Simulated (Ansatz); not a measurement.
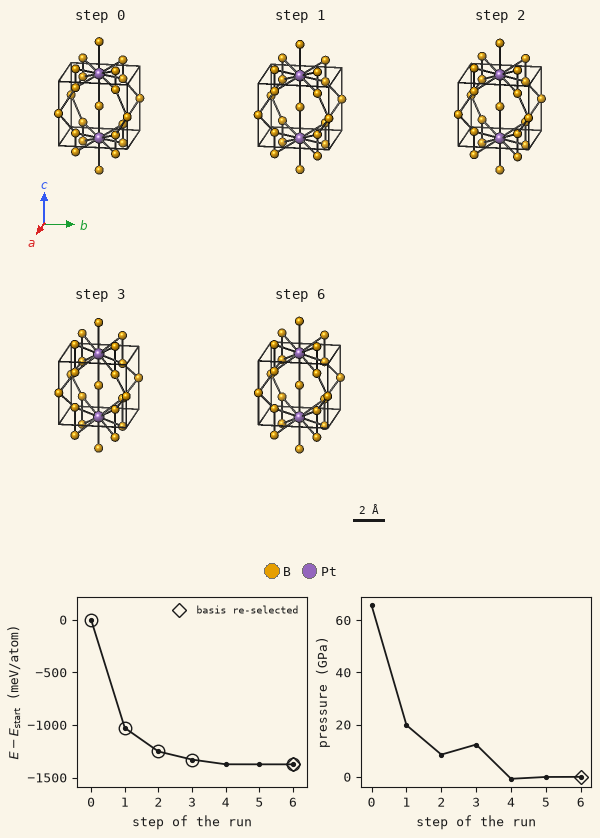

Frames of a relaxation of crystalline B10Pt (a generated structure, set up in P4/mmm) (coarse preliminary run), marked on the history of the run. The picture is a ball-and-stick view of the cell of the calculation, seen slightly off an axis.

Computed with Ansatz 0.2.0, DFT PBE, scalar-relativistic, plane waves, PAW.

The input:
```yaml
crystal:
  lattice:
    - [4.56867707, 0.0, 0.0]
    - [0.0, 4.56867707, 0.0]
    - [0.0, 0.0, 4.36760074]
  atoms:
    - { symbol: B, position: [0.20902976, 0.20902976, 0.14619816] }
    - { symbol: B, position: [0.79097024, 0.79097024, 0.14619816] }
    - { symbol: B, position: [0.79097024, 0.20902976, 0.14619816] }
    - { symbol: B, position: [0.20902976, 0.79097024, 0.14619816] }
    - { symbol: B, position: [0.79097024, 0.20902976, 0.85380184] }
    - { symbol: B, position: [0.20902976, 0.79097024, 0.85380184] }
    - { symbol: B, position: [0.20902976, 0.20902976, 0.85380184] }
    - { symbol: B, position: [0.79097024, 0.79097024, 0.85380184] }
    - { symbol: B, position: [0.5, 0.5, 0.5] }
    - { symbol: B, position: [0.0, 0.0, 0.5] }
    - { symbol: Pt, position: [0.5, 0.5, 0.0] }
basis:
  ecutwfc: 420
kpoints:
  mp_grid: { grid: [4, 4, 4] }
hamiltonian:
  xc: pbe
scf:
  occupations: { method: gaussian, width: 0.1 }
  lower_state_search: "off"
output:
  forces: true
  stress: true
  eigenvalues: true
relax:
  adjacent_minimum: "off"
  f_tol: 0.04
  max_steps: 70
  cell: { stress_tol: 0.4 }
```

Run as
```bash
ansatz run input.yaml --threads 1 --pin off --max-ram 2560MiB --backend cpu --events-out ev --progress --plain --runs-dir out
```

Q: What happens along the run?

A: The largest moves relative to the cell, 0.29 Å, are those of 8 atoms (B1, B2, B3, B4 and others). B8 goes along [1 1 −3]. Pt stays in place. The volume changes by +1.3 %, with a = b 4.569 → 4.608 Å (+0.9 %), c 4.368 → 4.348 Å (−0.5 %). Among the contacts that change: B1–B7 1.277 → 1.816 Å, B1–B10 2.052 → 1.784 Å, B1–Pt11 1.985 → 2.197 Å, B1–B3 1.910 → 1.778 Å. Bond angles that change, for instance: B10–B6–Pt11 149.9° → 159.2°, B4–B6–Pt11 71.2° → 65.6°, B4–B6–B10 138.8° → 135.2°. The space group stays P4/mmm (No. 123). The energy falls by 1374 meV per atom in 5 accepted moves (6 points after the start). Largest force component: 18 eV/Å at the start, 0.029 eV/Å at the end. Pressure: 65.68 GPa at the start and 0.03 GPa at the end. The SCF was repeated once at an unchanged geometry on a basis and grid sized afresh for the cell, which shifted the energy by 0.2 meV per atom at most. Cost: 25 s on 1 thread of Arm Neoverse V2 (shared host), peak memory 0.36 GiB. From step 0 to 1: B atoms move most (0.14 Å), volume +3.1 %, energy −1027 meV per atom. From step 1 to 2: B atoms move most (0.06 Å), volume +0.3 %, energy −224 meV per atom. From step 2 to 3: B atoms move most (0.19 Å), volume −8.7 %, energy −77.1 meV per atom. From step 3 to 6: B atoms move most (0.08 Å), volume +7.3 %, energy −45.3 meV per atom.

```json
{"step": "0", "E − E(0), meV/atom": "0.00", "largest force component, eV/Å": "18.2427", "pressure, GPa": "65.68", "volume, Å³/atom": "8.288", "note": ""}
{"step": "1", "E − E(0), meV/atom": "-1027.30", "largest force component, eV/Å": "6.8017", "pressure, GPa": "19.83", "volume, Å³/atom": "8.544", "note": ""}
{"step": "2", "E − E(0), meV/atom": "-1251.38", "largest force component, eV/Å": "3.3440", "pressure, GPa": "8.55", "volume, Å³/atom": "8.566", "note": ""}
{"step": "3", "E − E(0), meV/atom": "-1328.50", "largest force component, eV/Å": "0.5178", "pressure, GPa": "12.41", "volume, Å³/atom": "7.818", "note": ""}
{"step": "4", "E − E(0), meV/atom": "-1373.11", "largest force component, eV/Å": "0.1296", "pressure, GPa": "-0.72", "volume, Å³/atom": "8.406", "note": ""}
{"step": "5", "E − E(0), meV/atom": "-1373.57", "largest force component, eV/Å": "0.0293", "pressure, GPa": "-0.01", "volume, Å³/atom": "8.392", "note": ""}
{"step": "6", "E − E(0), meV/atom": "-1373.79", "largest force component, eV/Å": "0.0292", "pressure, GPa": "0.03", "volume, Å³/atom": "8.392", "note": "same geometry, new basis"}
```
